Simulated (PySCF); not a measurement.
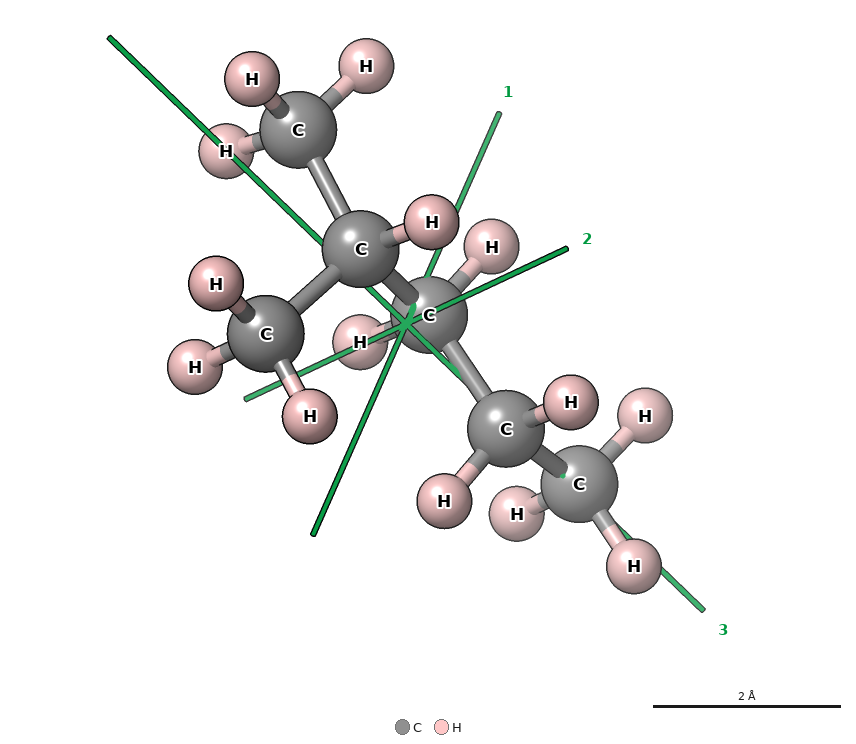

The three principal axes of inertia are drawn and numbered. Atoms fade into the background with distance from the viewer. Computed geometry: PBE0-D3(BJ)/def2-SVP optimisation. No frequency run is at hand to confirm it as a minimum. Masses are those of the most abundant isotopes; constants are for the rigid equilibrium geometry.

**Which line is the a axis (least moment of inertia), which b and which c?**

a is line 3, b is line 1, c is line 2; the moments are 76.0, 294, 343 u Å².

**Classify the rotor and give the rotational constants (cm⁻¹).**

An asymmetric top (C1): A = 0.222, B = 0.0573, C = 0.0492 cm⁻¹. Ray's parameter κ is −0.91, close to the prolate limit.
